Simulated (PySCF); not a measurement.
```xyz
8

N     1.5799   -0.4422   -0.5575
C     0.7512    0.0709    0.2613
Si   -1.1045    0.0427   -0.1303
H     2.5416   -0.3558   -0.2050
H     1.0716    0.5405    1.2175
H    -1.8079   -0.8059    0.8815
H    -1.6509    1.4312   -0.0187
H    -1.3273   -0.4952   -1.5008
```

Geometry: PBE0-D3(BJ)/def2-SVP.

All numbers below come from PBE0/pcSseg-1, SCF density, gas phase, non-relativistic in PySCF.

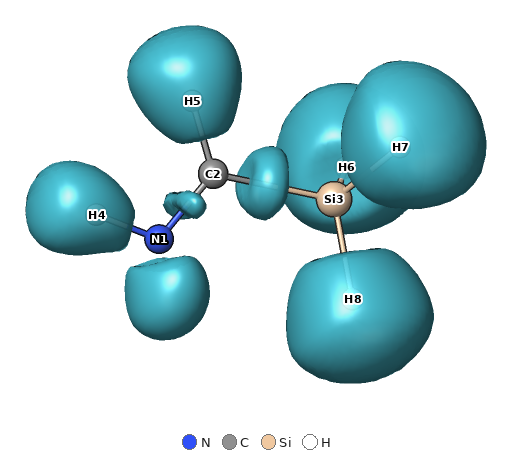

CH$_{5}$NSi. Isosurface of the ELF at 0.85 (cyan), seen at a tilt. Core shells and regions of very low density are left out.

> What do the ELF domains correspond to?

The surface consists of one region between bonded C–N atoms (shared pairs), one region between bonded C–Si atoms (shared pairs), five regions around hydrogen nuclei and one lobe on N, pointing away from the bonds (lone pairs). Profiles from the grid: C–N (1.27 Å): the ELF peaks at about 0.90 between the atoms; a covalent bond. C–Si (1.90 Å): the ELF peaks at about 1 between the atoms: localised, covalent bonding.
